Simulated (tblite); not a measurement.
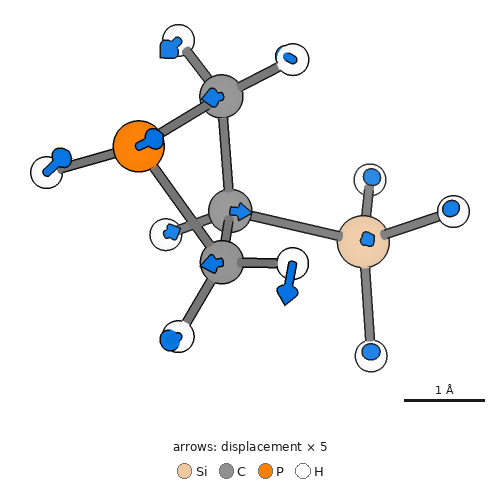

This is a relaxation of C$_{3}$H$_{9}$PSi. The starting structure is drawn; blue arrows show the displacements, magnified 5 times. The two geometries are superimposed by the best rigid fit.

Style: ball-and-stick. Shown from a free direction.

These are results of GFN2-xTB geometry optimisation, gas phase (tblite 0.8.0), not measurements. 

What happened in the run?

Over 40 geometry steps the energy falls by 27.0 kJ/mol. The largest moves after the best rigid fit, 0.15 Å, are those of H atoms. Largest moves by element: H 0.15 Å, P 0.13 Å, C 0.07 Å, Si 0.05 Å. Some distances before and after: C–P 1.837 → 1.876 Å, C–Si 1.940 → 1.901 Å, C–C 1.564 → 1.539 Å, H–Si 1.485 → 1.464 Å. Bond angles that change, for instance: C–C–H 114.6° → 108.5°, C–C–H 117.9° → 112.4°, C–P–H 99.0° → 93.9°. The run took 0.17 s on 1 thread of Arm Neoverse V2, with other jobs on the host.
